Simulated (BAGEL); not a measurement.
# AlCl2 (SMILES [Cl][Al][Cl]): UHF/cc-pVTZ (density fitting with qzvpp-jkfit)

Aim: the vertical doublet–quartet gap of AlCl2 at UHF/cc-pVTZ (density fitting with qzvpp-jkfit), from 2 runs. 

The results are computed with BAGEL 1.2.2.

2 further runs of the same task are left out: 2 set aside as unsound or not needed. Runs told in other sessions of the task aren't counted.

### Step 1. The system as given

The species is AlCl2 (3 atoms), meant as a doublet with charge 0. As SMILES, `[Cl][Al][Cl]`. The coordinates come from a PBE0-D4/def2-TZVP relaxation.

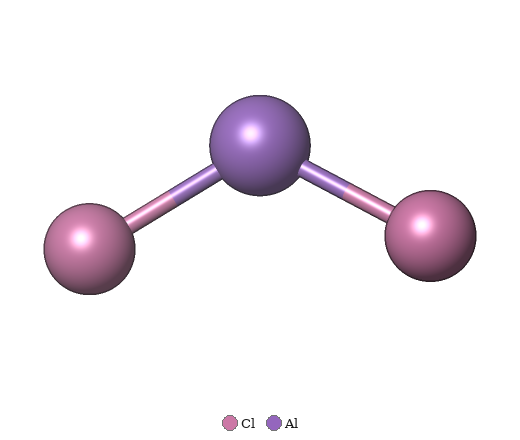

Viewed from a chosen angle; chlorine pink, aluminium purple.

### Step 2. A single-point energy at UHF/cc-pVTZ (density fitting with qzvpp-jkfit)

The input, job.json:

```json
{ "bagel": [

{
  "title": "molecule",
  "basis": "cc-pvtz.json",
  "df_basis": "qzvpp-jkfit",
  "angstrom": true,
  "geometry": [
    { "atom": "Cl", "xyz": [    1.374800,    0.868300,    0.838700 ] },
    { "atom": "Al", "xyz": [   -0.432100,    0.520700,   -0.177200 ] },
    { "atom": "Cl", "xyz": [   -0.953600,   -1.453800,   -0.674700 ] }
  ]
},
{ "title": "uhf", "nopen": 1 },
{ "title": "print", "file": "orbitals.molden", "orbitals": true }

]}
```

The basis set cc-pVTZ is read from a file made from the Basis Set Exchange's data (not shown).

Started as:

```sh
$ BAGEL_NUM_THREADS=1 BAGEL job.json > job.out
```

The log of the run:

```text
* using 1 threads per process

  ===============================================================
  ===============================================================

  *** Geometry ***

  { "atom" : "Cl", "xyz" : [      2.597995,      1.640849,      1.584913 ] },
  { "atom" : "Al", "xyz" : [     -0.816551,      0.983980,     -0.334859 ] },
  { "atom" : "Cl", "xyz" : [     -1.802043,     -2.747284,     -1.274998 ] },

  Number of auxiliary basis functions:      384

  Since a DF basis is specified, we compute 2- and 3-index integrals:
    o Being stored without compression. Storage requirement is 0.032 GB

  Number of basis functions:      102
  Number of electrons      :       47

    * METHOD: MOLECULE                             0.14

  *** Open-shell HF ***

  === Nuclear Repulsion ===
   153.5261948265

      * DIIS with orbital gradients will be used.

  === UHF iteration (cc-pvtz.json) ===
      0      -1161.02384274          0.01398289           0.10
      1      -1161.07822984          0.00664375           0.10
      2      -1161.08843730          0.00297097           0.10
      3      -1161.09060420          0.00077523           0.10
      4      -1161.09133688          0.00023870           0.10
      5      -1161.09140186          0.00007266           0.10
      6      -1161.09141491          0.00001563           0.10
      7      -1161.09141585          0.00000675           0.10
      8      -1161.09141611          0.00000300           0.10
      9      -1161.09141617          0.00000097           0.10
     10      -1161.09141617          0.00000034           0.10
     11      -1161.09141618          0.00000012           0.10
     12      -1161.09141618          0.00000005           0.10
     13      -1161.09141618          0.00000002           0.10
     14      -1161.09141618          0.00000001           0.10
    * SCF iteration converged.

    * S^2 (UHF) is 0.7533

    * Permanent dipole moment:
           (    0.401234,    -0.508049,     0.161794) a.u.

    * METHOD: UHF                                  1.62

    * METHOD: PRINT                                0.02

  ===============================================================
```

Run time: 1.9 s. Hardware: 1 thread of Arm Neoverse V2, shared host.

### Step 3. The quartet

The input, calc.json:

```json
{ "bagel": [

{
  "title": "molecule",
  "basis": "cc-pvtz.json",
  "df_basis": "qzvpp-jkfit",
  "angstrom": true,
  "geometry": [
    { "atom": "Cl", "xyz": [       1.374800,       0.868300,       0.838700 ] },
    { "atom": "Al", "xyz": [      -0.432100,       0.520700,      -0.177200 ] },
    { "atom": "Cl", "xyz": [      -0.953600,      -1.453800,      -0.674700 ] }
  ]
},

{ "title": "uhf", "nopen": 3 },

{ "title": "print", "file": "orbitals.molden", "orbitals": true }

]}
```

The basis set cc-pVTZ is read from a file made from the Basis Set Exchange's data (not shown).

Started as:

```sh
$ BAGEL_NUM_THREADS=1 BAGEL calc.json > calc.out
```

The log of the run:

```text
* using 1 threads per process

  ===============================================================
  ===============================================================

  *** Geometry ***

  { "atom" : "Cl", "xyz" : [      2.597995,      1.640849,      1.584913 ] },
  { "atom" : "Al", "xyz" : [     -0.816551,      0.983980,     -0.334859 ] },
  { "atom" : "Cl", "xyz" : [     -1.802043,     -2.747284,     -1.274998 ] },

  Number of auxiliary basis functions:      384

  Since a DF basis is specified, we compute 2- and 3-index integrals:
    o Being stored without compression. Storage requirement is 0.032 GB

  Number of basis functions:      102
  Number of electrons      :       47

    * METHOD: MOLECULE                             0.14

  *** Open-shell HF ***

  === Nuclear Repulsion ===
   153.5261948265

      * DIIS with orbital gradients will be used.

  === UHF iteration (cc-pvtz.json) ===
      0      -1160.80560389          0.00776109           0.10
      1      -1160.84622703          0.00315298           0.10
      2      -1160.85404567          0.00132000           0.10
      3      -1160.85627687          0.00053221           0.10
      4      -1160.85659212          0.00016027           0.10
      5      -1160.85664715          0.00006472           0.10
      6      -1160.85665454          0.00003648           0.10
      7      -1160.85665676          0.00002906           0.10
      8      -1160.85665906          0.00002489           0.10
      9      -1160.85666040          0.00002646           0.10
     10      -1160.85665969          0.00002359           0.10
     11      -1160.85666022          0.00001664           0.10
     12      -1160.85666078          0.00000836           0.10
     13      -1160.85666106          0.00000490           0.10
     14      -1160.85666110          0.00000173           0.10
     15      -1160.85666111          0.00000076           0.10
     16      -1160.85666111          0.00000042           0.10
     17      -1160.85666111          0.00000024           0.10
     18      -1160.85666111          0.00000016           0.10
     19      -1160.85666111          0.00000013           0.10
     20      -1160.85666111          0.00000011           0.10
     21      -1160.85666111          0.00000011           0.10
     22      -1160.85666111          0.00000011           0.10
     23      -1160.85666111          0.00000010           0.10
     24      -1160.85666111          0.00000006           0.10
     25      -1160.85666111          0.00000004           0.10
     26      -1160.85666111          0.00000001           0.10
     27      -1160.85666111          0.00000001           0.10
    * SCF iteration converged.

    * S^2 (UHF) is 3.7973

    * Permanent dipole moment:
           (   -0.305921,     0.386656,    -0.123437) a.u.

    * METHOD: UHF                                  2.94

    * METHOD: PRINT                                0.02

  ===============================================================
```

It took 3.3 s on 1 thread of Arm Neoverse V2, shared host.

### Step 4. Results

Level: UHF/cc-pVTZ (density fitting with qzvpp-jkfit).

| quantity | value |
| --- | --- |
| doublet: total energy | -1161.09142 Eh |
| doublet: dipole moment | 1.70 D |
| doublet: ⟨S²⟩ | 0.753 |
| quartet: total energy | -1160.85666 Eh |
| quartet: dipole moment | 1.29 D |
| quartet: ⟨S²⟩ | 3.797 |
| vertical energy of the quartet above the doublet | 6.388 eV |

At this shape the quartet lies 6.39 eV (147 kcal/mol) above the doublet.
